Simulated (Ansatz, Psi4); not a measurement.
Interaction energy of H4O4Si ··· H3N (SMILES O[Si](O)(O)O and N), singlet. Monomers: optimised at B3LYP-D3(BJ) (def2-TZVP), held rigid. Orientation: a higher rigid-body minimum at GFN2-xTB. The monomers approach along the line of their centres of mass (distance R); nothing else relaxes.

Geometry at R = 3.83 Å (first 9 atoms: monomer A):
```
13

O      0.7240     1.2020    -0.8400
Si     0.0002     0.0000     0.0001
O     -1.0581     0.7191     1.0186
O     -0.6546    -1.0097    -1.1072
O      0.9894    -0.9122     0.9295
H      0.9093     2.0181    -0.3689
H     -1.3610     0.2062     1.7720
H     -1.0312    -0.6123    -1.8963
H      1.4820    -1.6112     0.4922
N      1.1785     3.5456     0.5634
H      2.0838     3.6579     1.0051
H      0.9568     4.4207     0.1025
H      0.4969     3.4121     1.3016
```

Levels of theory: SAPT0/jun-cc-pVDZ, frozen core (Psi4); PBE/def2-TZVP, counterpoise-corrected (Psi4); PBE0/def2-TZVP, counterpoise-corrected (Psi4); wB97X-D/def2-TZVP, counterpoise-corrected (Psi4); MP2/aug-cc-pVTZ = DF-MP2/aug-cc-pVTZ, frozen core, counterpoise-corrected (Psi4); CCSD(T)/aug-cc-pVDZ = CCSD(T) on RHF/aug-cc-pVDZ, frozen core, counterpoise-corrected run with Ansatz (a program for electronic structure).

Cost and agreement with CCSD(T)/aug-cc-pVDZ over the 11 points of the scan, with CCSD(T)/aug-cc-pVDZ as yardstick. Costs are rough ratios of core time within Psi4 on shared cores, each with its mean field (Kohn-Sham runs search longer for lower solutions than correlated ones do); the miss is the largest difference from CCSD(T) of the interaction energy, in kcal/mol.

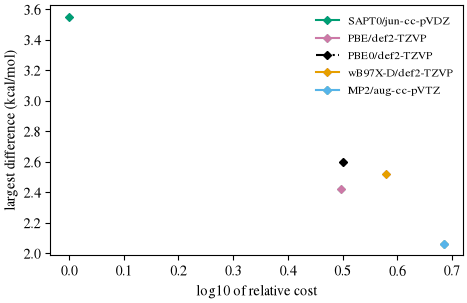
Fig. 1. Miss against cost, one point a level.

| level | relative cost | largest difference |
|---|---|---|
| SAPT0/jun-cc-pVDZ | 1 | 3.55 |
| PBE/def2-TZVP | 3 | 2.42 |
| PBE0/def2-TZVP | 3 | 2.60 |
| wB97X-D/def2-TZVP | 4 | 2.52 |
| MP2/aug-cc-pVTZ | 5 | 2.06 |

Costs within a factor of two of each other count as equal.
